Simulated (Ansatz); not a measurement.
**U-r2SCAN/def2-TZVPP (core potential) run of InHCl (SMILES [Cl][InH])**

Aim: the vertical ionisation energy of InHCl at U-r2SCAN/def2-TZVPP (core potential), from 2 runs. 

Program for the calculation: Ansatz 0.2.0.

38 further runs of the same task are left out: 38 set aside as unsound or not needed.

### Step 1. Starting point

InHCl: 3 atoms, total charge 0, spin state doublet. SMILES: `[Cl][InH]`. The shape is that of a PBE0-D4/def2-TZVP optimisation.

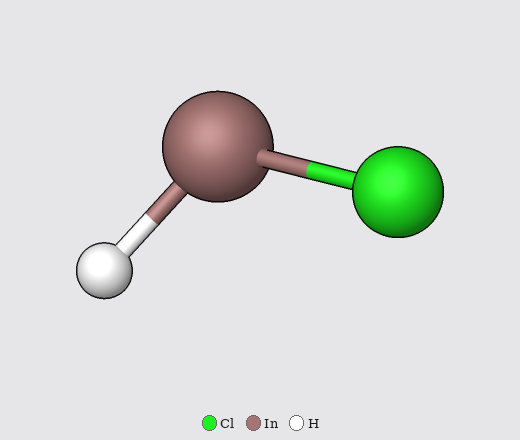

The structure, seen from a chosen angle (chlorine green, indium brown, hydrogen white).

### Step 2. A single-point energy at U-r2SCAN/def2-TZVPP (core potential)

Input file job.yaml:

```yaml
crystal:
  periodic: [false, false, false]
  atoms:
    - {symbol: Cl, position_ang: [-1.649800, 0.396800, -0.867400]}
    - {symbol: In, position_ang: [0.409500, 0.542400, 0.286100]}
    - {symbol: H, position_ang: [1.229400, -1.003900, 0.568100]}
basis:
  gaussian: {orbitals: def2-TZVPP}
total_charge: 0
magnetization: {spin_polarized: true, initial_magnetization: 1}
hamiltonian: {xc: {name: r2SCAN}}
accuracy: high
output: {orbitals: {seedname: orbitals}}
```

Run with:

```
$ ansatz run job.yaml --threads 1 --pin off --max-ram 3480MiB --events-out events.jsonl --progress --plain --runs-dir runs
```

Output:

```text
Warning: RAYON_NUM_THREADS=1 ignored (pool sized by the plan → 1); use --threads N
Functional definition: r2SCAN
  name "r2SCAN"
  parameter k0 = 0.174
  parameter k1 = 0.065
  parameter a1 = 4.9479
  exchange = r2scan_x(k0 = k0, k1 = k1, a1 = a1)
  correlation = r2scan_c
1766 factors; integrals over basis functions are off by at most 3.3e-9 eV
mean field evaluation 1: about -17713.4700 eV, gradient 1.5e1 eV
mean field evaluation 2: about -17710.6362 eV, gradient 2.8e1 eV
mean field evaluation 4: about -17714.8134 eV, gradient 1.5e0 eV
mean field evaluation 8: about -17714.8267 eV, gradient 1.2e-1 eV
mean field evaluation 16: about -17714.8269 eV, gradient 3.1e-4 eV
mean field -17714.82686085 eV, -651.0078795953 hartree, gradient 8.9e-8 eV, S^2 0.759515; 0 other end points of the search recorded, 0 dependent functions left out
reference -17714.82686651 eV, -651.0078798034 hartree; 20, 19 occupied and 86, 87 virtual orbitals, 1766 factors
Total energy: -17714.82686651 eV, -651.0078798034 hartree
```

Wall time 19 s (1 thread of Arm Neoverse V2, shared host); peak memory 0.41 GiB.

### Step 3. The singlet cation at the same level

Input file run.yaml:

```yaml
basis:
  gaussian: {orbitals: def2-TZVPP}
crystal:
  periodic: [false, false, false]
  atoms:
    - symbol: Cl
      position_ang: [-1.649800, 0.396800, -0.867400]
    - symbol: In
      position_ang: [0.409500, 0.542400, 0.286100]
    - symbol: H
      position_ang: [1.229400, -1.003900, 0.568100]
total_charge: 1
hamiltonian: {xc: {name: r2SCAN}}
accuracy: high
output: {orbitals: {seedname: orbitals}}
```

Run with:

```
$ ansatz run run.yaml --threads 1 --pin off --max-ram 3480MiB --events-out events.jsonl --progress --plain --runs-dir runs
```

Output, shortened:

```text
Warning: RAYON_NUM_THREADS=1 ignored (pool sized by the plan → 1); use --threads N
[... 7 set-up lines as earlier in the session ...]
1766 factors; integrals over basis functions are off by at most 3.3e-9 eV
mean field evaluation 1: about -17699.0311 eV, gradient 5.1e1 eV
mean field evaluation 2: about -17585.5476 eV, gradient 1.6e2 eV
mean field evaluation 4: about -17705.1852 eV, gradient 1.7e1 eV
mean field evaluation 8: about -17706.2673 eV, gradient 3.4e-1 eV
mean field evaluation 16: about -17706.2675 eV, gradient 6.1e-5 eV
mean field -17706.26748679 eV, -650.6933284004 hartree, gradient 4.9e-8 eV, S^2 0.000000; 0 other end points of the search recorded, 0 dependent functions left out
reference -17706.26748752 eV, -650.6933284272 hartree; 19, 19 occupied and 87, 87 virtual orbitals, 1766 factors
Total energy: -17706.26748752 eV, -650.6933284272 hartree
```

It took 11 s on 1 thread of Arm Neoverse V2, shared host; peak memory 0.28 GiB.

### Step 4. Results

Level: U-r2SCAN/def2-TZVPP (core potential).

| quantity | value |
| --- | --- |
| doublet InHCl: total energy | -651.00788 Eh |
| doublet InHCl: HOMO energy (highest over α and β) | -5.70 eV |
| doublet InHCl: LUMO energy (lowest over α and β) | -3.91 eV |
| doublet InHCl: ⟨S²⟩ | 0.760 |
| singlet cation: total energy | -650.69333 Eh |
| singlet cation: HOMO energy | -13.49 eV |
| singlet cation: LUMO energy | -11.25 eV |
| singlet cation: HOMO–LUMO gap | 2.24 eV |
| vertical ionisation energy (to the singlet cation) | 8.559 eV |

**Reading.** Removing an electron at fixed nuclei costs 8.56 eV (197 kcal/mol). Only the singlet of the ionised species was computed; a triplet could lie lower.
